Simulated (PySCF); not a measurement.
Molecule: SMILES CC(C)(C)[Te] (C4H9Te), doublet. Atoms near the plane z = 1.0 Å, at the PBE0/def2-SVP optimised geometry (x, y, z in Å): C2 (0.3, 0.1, 0.0), C3 (0.7, 0.8, 1.3), C4 (0.8, -1.3, 0.0), Te5 (-1.9, 0.1, 0.0), H9 (0.4, 1.9, 1.3), H10 (0.4, 0.3, 2.2), H11 (1.8, 0.9, 1.3), H13 (0.5, -1.9, 0.9), H14 (1.9, -1.3, 0.0).

Computed with unrestricted PBE0/def2-TZVP, def2 effective core potentials past Kr in PySCF. The core electrons that the potentials of Te replace are not part of the density. Cells within 0.4 Å of a nucleus heavier than hydrogen are left out (blank, or x). The values are rescaled to run from 0 to 1.

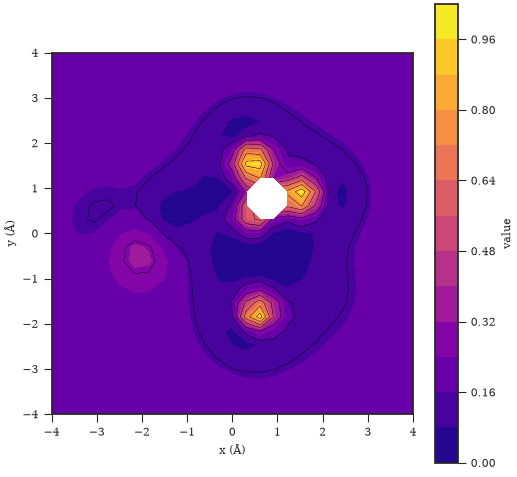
Figure: a field on the plane z = 1.0 Å.

Problem. Which quantity is mapped?
A. an orbital amplitude
B. electrostatic potential
C. Laplacian of the electron density
D. deformation density (molecule minus spherical neutral atoms)

Solution. D, deformation density (molecule minus spherical neutral atoms). In full: deformation density (molecule minus spherical neutral atoms) (e/bohr³).
